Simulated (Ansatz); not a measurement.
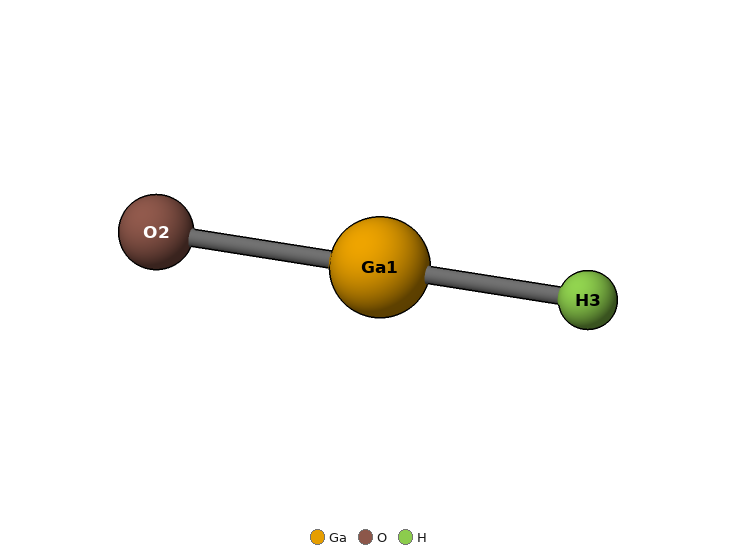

Numbered structure. Computed geometry: PBE0-D4/def2-TZVP optimisation.

Give the bond lengths.

```
  bond  length (Å)
Ga1–O2       1.639
Ga1–H3       1.524
```
